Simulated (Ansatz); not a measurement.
**WH2ClOF3: molecular dynamics (part 2 of 2)**

Continued. System: WH2ClOF3. Method: RKS PBE/def2-SVP (Ansatz 0.2.0). It belongs to a series of runs on one base structure; here: dynamics from the start.

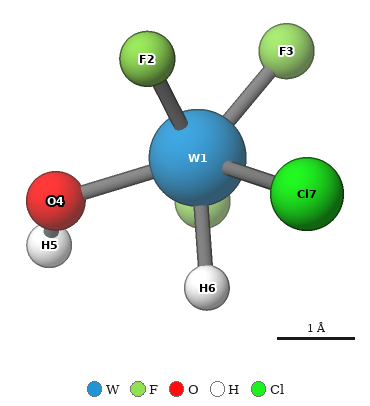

Fig. 1: The geometry at step 50 of the log (ball-and-stick view, seen at a tilt; atoms are numbered from 1 in the order of the input).

Trajectory as extended XYZ (Å, eV, eV/Å), 25 of the 101 frames kept, from step=0 to step=100:
```
8
Properties=species:S:1:pos:R:3:forces:R:3 step=0 time_fs=0.0 energy=-24558.62635 temperature=1000.0
W     0.1569    0.0177    0.0087    0.0106   0.0135   0.0049
F     0.4714    0.3179    1.8323    0.0006  -0.0047   0.0024
F     1.8699   -0.6825   -0.3396   -0.0082   0.0021   0.0002
O    -0.6623    1.7203    0.2173    0.0014  -0.0060  -0.0178
H    -0.9251    2.1960   -0.5973    0.0011  -0.0021   0.0110
H    -1.3333   -0.2912   -0.7350   -0.0033  -0.0007  -0.0045
Cl   -0.5145   -2.1063    0.6547   -0.0012  -0.0042   0.0047
F     0.4327    0.6553   -1.7511   -0.0010   0.0020  -0.0010
8
Properties=species:S:1:pos:R:3:forces:R:3 step=4 time_fs=2.0 energy=-24558.55599 temperature=909.5
W     0.1546    0.0201    0.0097    0.5170  -0.5043  -0.4474
F     0.4862    0.3010    1.8256   -0.0260   0.1467   0.2203
F     1.8801   -0.6867   -0.3235   -0.2842   0.1444  -0.0549
O    -0.6571    1.7025    0.1842    0.4337  -0.7446   2.2972
H    -0.9196    2.1721   -0.5790   -0.6987   1.2610  -2.0231
H    -1.3330   -0.2877   -0.7358   -0.0328  -0.0332  -0.0004
Cl   -0.5146   -2.0996    0.6541   -0.0534  -0.1191   0.0208
F     0.4230    0.6660   -1.7510    0.1445  -0.1509  -0.0125
8
Properties=species:S:1:pos:R:3:forces:R:3 step=8 time_fs=4.0 energy=-24558.40015 temperature=709.7
W     0.1524    0.0225    0.0107    1.0354  -1.1107  -0.8596
F     0.5009    0.2843    1.8194   -0.0425   0.2783   0.4382
F     1.8898   -0.6906   -0.3074   -0.5200   0.2708  -0.1148
O    -0.6509    1.6829    0.1567    0.7580  -1.2481   4.2057
H    -0.9167    2.1529   -0.5683   -1.3496   2.4067  -3.6648
H    -1.3328   -0.2844   -0.7367   -0.0614  -0.0662   0.0016
Cl   -0.5148   -2.0930    0.6535   -0.1071  -0.2366   0.0400
F     0.4136    0.6764   -1.7509    0.2873  -0.2942  -0.0463
8
Properties=species:S:1:pos:R:3:forces:R:3 step=12 time_fs=6.0 energy=-24558.30478 temperature=587.6
W     0.1504    0.0246    0.0115    1.5818  -1.8659  -1.2044
F     0.5156    0.2683    1.8141   -0.0482   0.3790   0.6409
F     1.8984   -0.6940   -0.2916   -0.6985   0.3773  -0.1817
O    -0.6430    1.6606    0.1389    0.4528  -0.5934   4.4886
H    -0.9189    2.1428   -0.5714   -1.4544   2.5700  -3.7105
H    -1.3329   -0.2813   -0.7376   -0.0877  -0.0977  -0.0008
Cl   -0.5151   -2.0867    0.6530   -0.1632  -0.3564   0.0655
F     0.4047    0.6862   -1.7509    0.4174  -0.4129  -0.0976
8
Properties=species:S:1:pos:R:3:forces:R:3 step=17 time_fs=8.5 energy=-24558.28036 temperature=557.2
W     0.1483    0.0266    0.0121    2.2796  -2.9698  -1.5164
F     0.5339    0.2493    1.8093   -0.0507   0.4623   0.8370
F     1.9072   -0.6971   -0.2723   -0.8341   0.4779  -0.2752
O    -0.6320    1.6314    0.1312   -0.8669   1.8881   2.7382
H    -0.9290    2.1432   -0.5940   -0.7281   1.2920  -1.7144
H    -1.3335   -0.2779   -0.7387   -0.1130  -0.1314  -0.0100
Cl   -0.5157   -2.0793    0.6524   -0.2344  -0.5034   0.1051
F     0.3949    0.6973   -1.7512    0.5475  -0.5158  -0.1643
8
Properties=species:S:1:pos:R:3:forces:R:3 step=21 time_fs=10.5 energy=-24558.21072 temperature=469.9
W     0.1472    0.0276    0.0122    2.7385  -3.7269  -1.6571
F     0.5484    0.2351    1.8073   -0.0654   0.5076   0.9142
F     1.9124   -0.6985   -0.2575   -0.8820   0.5290  -0.3555
O    -0.6253    1.6126    0.1328   -1.9962   3.9610   1.1113
H    -0.9405    2.1495   -0.6203   -0.0065   0.0562   0.0653
H    -1.3345   -0.2758   -0.7396   -0.1217  -0.1510  -0.0183
Cl   -0.5165   -2.0740    0.6520   -0.2861  -0.6081   0.1354
F     0.3882    0.7051   -1.7518    0.6193  -0.5678  -0.1953
8
Properties=species:S:1:pos:R:3:forces:R:3 step=25 time_fs=12.5 energy=-24558.11256 temperature=346.3
W     0.1467    0.0278    0.0120    2.9612  -4.0410  -1.6845
F     0.5628    0.2219    1.8071   -0.1060   0.5472   0.8979
F     1.9158   -0.6988   -0.2433   -0.8898   0.5516  -0.4381
O    -0.6233    1.6033    0.1373   -2.6842   5.1865   0.0100
H    -0.9522    2.1562   -0.6466    0.4971  -0.7839   1.2690
H    -1.3359   -0.2743   -0.7406   -0.1153  -0.1623  -0.0225
Cl   -0.5176   -2.0694    0.6518   -0.3260  -0.6907   0.1564
F     0.3827    0.7117   -1.7528    0.6631  -0.6074  -0.1881
8
Properties=species:S:1:pos:R:3:forces:R:3 step=29 time_fs=14.5 energy=-24558.07506 temperature=300.8
W     0.1468    0.0271    0.0114    2.8569  -3.7143  -1.5873
F     0.5770    0.2097    1.8088   -0.1790   0.5891   0.7840
F     1.9173   -0.6981   -0.2300   -0.8673   0.5449  -0.5209
O    -0.6277    1.6062    0.1418   -2.7969   5.3145  -0.5612
H    -0.9620    2.1601   -0.6682    0.7451  -1.1780   1.8777
H    -1.3378   -0.2734   -0.7417   -0.0922  -0.1652  -0.0199
Cl   -0.5190   -2.0655    0.6518   -0.3494  -0.7444   0.1633
F     0.3786    0.7170   -1.7541    0.6828  -0.6467  -0.1358
8
Properties=species:S:1:pos:R:3:forces:R:3 step=33 time_fs=16.5 energy=-24558.13305 temperature=378.8
W     0.1475    0.0257    0.0106    2.4435  -2.7936  -1.3743
F     0.5909    0.1987    1.8121   -0.2818   0.6355   0.5878
F     1.9172   -0.6962   -0.2177   -0.8171   0.5098  -0.6029
O    -0.6388    1.6217    0.1451   -2.4004   4.4796  -0.7225
H    -0.9690    2.1595   -0.6828    0.7819  -1.2140   2.0090
H    -1.3400   -0.2731   -0.7429   -0.0538  -0.1599  -0.0103
Cl   -0.5208   -2.0623    0.6519   -0.3551  -0.7676   0.1555
F     0.3759    0.7211   -1.7558    0.6828  -0.6898  -0.0424
8
Properties=species:S:1:pos:R:3:forces:R:3 step=38 time_fs=19.0 energy=-24558.27286 temperature=566.3
W     0.1491    0.0231    0.0090    1.6642  -1.1990  -0.9932
F     0.6076    0.1868    1.8178   -0.4362   0.6956   0.2714
F     1.9147   -0.6924   -0.2040   -0.7098   0.4298  -0.7030
O    -0.6606    1.6560    0.1469   -1.4265   2.5746  -0.3899
H    -0.9738    2.1523   -0.6905    0.5806  -0.8579   1.5656
H    -1.3431   -0.2736   -0.7444    0.0085  -0.1436   0.0083
Cl   -0.5237   -2.0596    0.6523   -0.3411  -0.7586   0.1292
F     0.3744    0.7243   -1.7579    0.6602  -0.7409   0.1118
8
Properties=species:S:1:pos:R:3:forces:R:3 step=42 time_fs=21.0 energy=-24558.34668 temperature=670.4
W     0.1507    0.0207    0.0076    0.9895   0.0730  -0.6421
F     0.6201    0.1787    1.8231   -0.5636   0.7392   0.0016
F     1.9110   -0.6883   -0.1945   -0.5812   0.3410  -0.7800
O    -0.6822    1.6910    0.1473   -0.4689   0.7892   0.3407
H    -0.9751    2.1428   -0.6899    0.2529  -0.3231   0.7124
H    -1.3456   -0.2746   -0.7456    0.0624  -0.1245   0.0241
Cl   -0.5264   -2.0583    0.6528   -0.3180  -0.7276   0.1007
F     0.3747    0.7251   -1.7595    0.6270  -0.7670   0.2427
8
Properties=species:S:1:pos:R:3:forces:R:3 step=46 time_fs=23.0 energy=-24558.33242 temperature=663.0
W     0.1526    0.0183    0.0059    0.3621   1.1318  -0.2781
F     0.6316    0.1720    1.8284   -0.6812   0.7729  -0.2527
F     1.9061   -0.6835   -0.1865   -0.4104   0.2347  -0.8519
O    -0.7052    1.7283    0.1486    0.4684  -0.8806   1.3850
H    -0.9754    2.1319   -0.6866   -0.1467   0.2948  -0.4705
H    -1.3478   -0.2761   -0.7467    0.1133  -0.1026   0.0371
Cl   -0.5295   -2.0578    0.6534   -0.2886  -0.6819   0.0713
F     0.3763    0.7245   -1.7605    0.5830  -0.7692   0.3598
8
Properties=species:S:1:pos:R:3:forces:R:3 step=50 time_fs=25.0 energy=-24558.24693 temperature=564.0
W     0.1546    0.0161    0.0043   -0.1863   1.9108   0.0877
F     0.6417    0.1669    1.8333   -0.7803   0.7929  -0.4724
F     1.9003   -0.6782   -0.1802   -0.1995   0.1161  -0.9161
O    -0.7272    1.7637    0.1532    1.1953  -2.1247   2.3141
H    -0.9763    2.1220   -0.6851   -0.4622   0.7529  -1.5495
H    -1.3496   -0.2781   -0.7477    0.1565  -0.0801   0.0449
Cl   -0.5329   -2.0580    0.6541   -0.2553  -0.6261   0.0446
F     0.3790    0.7222   -1.7608    0.5317  -0.7417   0.4466
8
Properties=species:S:1:pos:R:3:forces:R:3 step=54 time_fs=27.0 energy=-24558.15752 temperature=458.6
W     0.1566    0.0143    0.0026   -0.6588   2.4302   0.4517
F     0.6503    0.1634    1.8372   -0.8562   0.7974  -0.6468
F     1.8941   -0.6726   -0.1758    0.0422  -0.0095  -0.9696
O    -0.7466    1.7945    0.1634    1.5574  -2.7461   2.4909
H    -0.9788    2.1149   -0.6893   -0.5319   0.8343  -1.8859
H    -1.3509   -0.2803   -0.7485    0.1887  -0.0588   0.0467
Cl   -0.5366   -2.0589    0.6549   -0.2196  -0.5637   0.0224
F     0.3829    0.7184   -1.7602    0.4780  -0.6838   0.4906
8
Properties=species:S:1:pos:R:3:forces:R:3 step=58 time_fs=29.0 energy=-24558.10277 temperature=396.8
W     0.1584    0.0130    0.0010   -1.0679   2.7446   0.8073
F     0.6573    0.1614    1.8399   -0.9076   0.7881  -0.7713
F     1.8879   -0.6670   -0.1732    0.2976  -0.1355  -1.0088
O    -0.7625    1.8190    0.1795    1.5716  -2.8310   1.6649
H    -0.9834    2.1108   -0.7006   -0.3477   0.5697  -1.2238
H    -1.3514   -0.2829   -0.7491    0.2086  -0.0399   0.0430
Cl   -0.5407   -2.0604    0.6556   -0.1813  -0.4962   0.0044
F     0.3878    0.7132   -1.7586    0.4266  -0.5998   0.4844
8
Properties=species:S:1:pos:R:3:forces:R:3 step=63 time_fs=31.5 energy=-24558.04373 temperature=331.4
W     0.1604    0.0122   -0.0008   -1.4982   2.9299   1.2203
F     0.6636    0.1612    1.8410   -0.9387   0.7627  -0.8557
F     1.8810   -0.6603   -0.1729    0.6000  -0.2821  -1.0331
O    -0.7774    1.8405    0.2050    1.3692  -2.6203  -0.1006
H    -0.9910    2.1085   -0.7208    0.0105   0.1037   0.3454
H    -1.3509   -0.2862   -0.7497    0.2161  -0.0201   0.0326
Cl   -0.5460   -2.0632    0.6566   -0.1296  -0.4056  -0.0146
F     0.3953    0.7049   -1.7552    0.3706  -0.4682   0.4057
8
Properties=species:S:1:pos:R:3:forces:R:3 step=67 time_fs=33.5 energy=-24557.97808 temperature=254.7
W     0.1617    0.0122   -0.0020   -1.7686   2.9533   1.5052
F     0.6665    0.1627    1.8400   -0.9393   0.7365  -0.8674
F     1.8767   -0.6554   -0.1750    0.7971  -0.3804  -1.0298
O    -0.7857    1.8507    0.2258    1.2138  -2.4508  -1.3900
H    -0.9972    2.1073   -0.7362    0.2397  -0.1731   1.4968
H    -1.3496   -0.2891   -0.7500    0.2092  -0.0071   0.0218
Cl   -0.5505   -2.0659    0.6574   -0.0852  -0.3287  -0.0292
F     0.4022    0.6970   -1.7515    0.3334  -0.3497   0.2927
8
Properties=species:S:1:pos:R:3:forces:R:3 step=71 time_fs=35.5 energy=-24557.91859 temperature=184.5
W     0.1626    0.0128   -0.0028   -1.9566   2.8815   1.7306
F     0.6675    0.1658    1.8373   -0.9203   0.7093  -0.8307
F     1.8740   -0.6513   -0.1792    0.9291  -0.4529  -1.0042
O    -0.7911    1.8551    0.2436    1.1160  -2.3374  -2.2714
H    -1.0026    2.1054   -0.7462    0.3772  -0.3300   2.2644
H    -1.3474   -0.2920   -0.7503    0.1921   0.0042   0.0099
Cl   -0.5552   -2.0690    0.6582   -0.0388  -0.2490  -0.0440
F     0.4098    0.6883   -1.7472    0.3014  -0.2257   0.1454
8
Properties=species:S:1:pos:R:3:forces:R:3 step=75 time_fs=37.5 energy=-24557.90124 temperature=167.8
W     0.1632    0.0140   -0.0034   -2.0463   2.7188   1.8794
F     0.6667    0.1704    1.8327   -0.8833   0.6833  -0.7461
F     1.8731   -0.6481   -0.1856    0.9796  -0.4932  -0.9548
O    -0.7939    1.8539    0.2562    1.0695  -2.2632  -2.7124
H    -1.0066    2.1022   -0.7476    0.4335  -0.3915   2.6194
H    -1.3445   -0.2950   -0.7505    0.1661   0.0144  -0.0020
Cl   -0.5600   -2.0724    0.6589    0.0085  -0.1676  -0.0590
F     0.4182    0.6791   -1.7425    0.2723  -0.1009  -0.0246
8
Properties=species:S:1:pos:R:3:forces:R:3 step=79 time_fs=39.5 energy=-24557.94759 temperature=234.4
W     0.1633    0.0159   -0.0035   -2.0268   2.4653   1.9353
F     0.6640    0.1765    1.8266   -0.8292   0.6601  -0.6137
F     1.8742   -0.6458   -0.1940    0.9417  -0.4983  -0.8809
O    -0.7941    1.8471    0.2626    1.0633  -2.2098  -2.7332
H    -1.0091    2.0975   -0.7389    0.4196  -0.3755   2.5835
H    -1.3409   -0.2979   -0.7507    0.1324   0.0238  -0.0134
Cl   -0.5648   -2.0761    0.6596    0.0555  -0.0858  -0.0734
F     0.4274    0.6695   -1.7378    0.2435   0.0202  -0.2042
8
Properties=species:S:1:pos:R:3:forces:R:3 step=83 time_fs=41.5 energy=-24558.05347 temperature=382.3
W     0.1630    0.0183   -0.0032   -1.8952   2.1202   1.8833
F     0.6596    0.1841    1.8191   -0.7585   0.6397  -0.4333
F     1.8773   -0.6444   -0.2044    0.8189  -0.4688  -0.7828
O    -0.7917    1.8349    0.2625    1.0993  -2.1766  -2.3219
H    -1.0099    2.0912   -0.7202    0.3294  -0.2750   2.1450
H    -1.3367   -0.3008   -0.7510    0.0925   0.0324  -0.0242
Cl   -0.5697   -2.0799    0.6602    0.1011  -0.0051  -0.0864
F     0.4371    0.6597   -1.7334    0.2125   0.1331  -0.3797
8
Properties=species:S:1:pos:R:3:forces:R:3 step=88 time_fs=44.0 energy=-24558.22054 temperature=622.6
W     0.1620    0.0220   -0.0023   -1.5782   1.5536   1.6499
F     0.6518    0.1956    1.8084   -0.6470   0.6162  -0.1415
F     1.8835   -0.6441   -0.2199    0.5675  -0.3909  -0.6279
O    -0.7848    1.8117    0.2547    1.2274  -2.1916  -1.1419
H    -1.0094    2.0819   -0.6850    0.0719   0.0224   0.9700
H    -1.3308   -0.3043   -0.7515    0.0361   0.0417  -0.0372
Cl   -0.5758   -2.0848    0.6608    0.1549   0.0923  -0.0987
F     0.4502    0.6476   -1.7289    0.1674   0.2563  -0.5727
8
Properties=species:S:1:pos:R:3:forces:R:3 step=92 time_fs=46.0 energy=-24558.32613 temperature=787.9
W     0.1608    0.0254   -0.0011   -1.2087   0.9757   1.3246
F     0.6439    0.2064    1.7992   -0.5390   0.5944   0.1410
F     1.8899   -0.6447   -0.2340    0.3156  -0.3050  -0.4816
O    -0.7759    1.7868    0.2450    1.3975  -2.2527   0.2597
H    -1.0085    2.0743   -0.6516   -0.2714   0.4377  -0.4008
H    -1.3258   -0.3070   -0.7521   -0.0123   0.0474  -0.0476
Cl   -0.5805   -2.0887    0.6612    0.1941   0.1655  -0.1033
F     0.4614    0.6383   -1.7265    0.1242   0.3370  -0.6918
8
Properties=species:S:1:pos:R:3:forces:R:3 step=96 time_fs=48.0 energy=-24558.38367 temperature=897.4
W     0.1594    0.0290    0.0003   -0.7327   0.2496   0.8853
F     0.6347    0.2187    1.7901   -0.4137   0.5628   0.4591
F     1.8971   -0.6459   -0.2495    0.0478  -0.2078  -0.3203
O    -0.7633    1.7558    0.2358    1.5280  -2.2310   1.6391
H    -1.0088    2.0682   -0.6191   -0.6688   0.9411  -1.7321
H    -1.3208   -0.3096   -0.7528   -0.0619   0.0508  -0.0594
Cl   -0.5852   -2.0925    0.6615    0.2287   0.2326  -0.1010
F     0.4730    0.6295   -1.7255    0.0727   0.4019  -0.7708
8
Properties=species:S:1:pos:R:3:forces:R:3 step=100 time_fs=50.0 energy=-24558.42172 temperature=985.2
W     0.1577    0.0328    0.0020   -0.1316  -0.6884   0.3524
F     0.6245    0.2324    1.7818   -0.2714   0.5118   0.7993
F     1.9045   -0.6476   -0.2659   -0.2083  -0.1074  -0.1495
O    -0.7469    1.7188    0.2302    1.3674  -1.7811   2.2655
H    -1.0115    2.0657   -0.5925   -0.9123   1.2669  -2.2997
H    -1.3159   -0.3121   -0.7539   -0.1110   0.0521  -0.0737
Cl   -0.5897   -2.0961    0.6617    0.2572   0.2917  -0.0893
F     0.4850    0.6213   -1.7260    0.0100   0.4545  -0.8050
```

The run was set up as follows.

Input file:
```yaml
crystal:
  periodic: [false, false, false]
  atoms:
    - { symbol: W, position_ang: [0.156931, 0.0177, 0.008668] }
    - { symbol: F, position_ang: [0.471351, 0.317872, 1.832301] }
    - { symbol: F, position_ang: [1.869898, -0.682516, -0.339647] }
    - { symbol: O, position_ang: [-0.662283, 1.720301, 0.217269] }
    - { symbol: H, position_ang: [-0.925139, 2.196015, -0.597277] }
    - { symbol: H, position_ang: [-1.33326, -0.291213, -0.734959] }
    - { symbol: Cl, position_ang: [-0.514539, -2.106348, 0.654743] }
    - { symbol: F, position_ang: [0.432742, 0.655289, -1.751099] }
basis:
  gaussian: { orbitals: def2-SVP }
hamiltonian:
  xc: pbe
md:
  timestep: 0.5
  n_steps: 100
  ensemble: nvt_nose_hoover
  temperature: 1000.0
  initial_velocities: maxwell_boltzmann
  seed: 667339
  nose_hoover: { tau: 50.0, chain_length: 5 }
  masses: [{ species: H, mass: 10.0 }]
```

Launch command:
```bash
ansatz run input.yaml --threads 2 --pin off --max-ram 3072MiB --backend cpu --events-out ev --progress --plain --runs-dir out
```

Summary:

| quantity | value |
| --- | --- |
| outcome | finished |
| mean temperature over the second half | 462 K |
| trajectory | 100 steps, 50 fs |
| ensemble | nvt_nose_hoover |
| temperature in the input | 1000.0 K |
| time step | 0.5 fs |
| potential energy (last step) | −24558.4218 eV |
| mean-field energy (last step) | −24558.4218 eV |
| largest force (length of the vector) (last step) | 3.190 eV/Å |
| hardware | 2 threads of Arm Neoverse V2, 24 GiB of memory available, shared host |
| wall time | 3.9 min (CPU time 7.6 min) |
| peak memory | 0.18 GiB |

So short a trajectory is not equilibrated. The temperature stays far from the 1000 K of the thermostat over the second half: the run isn't equilibrated.
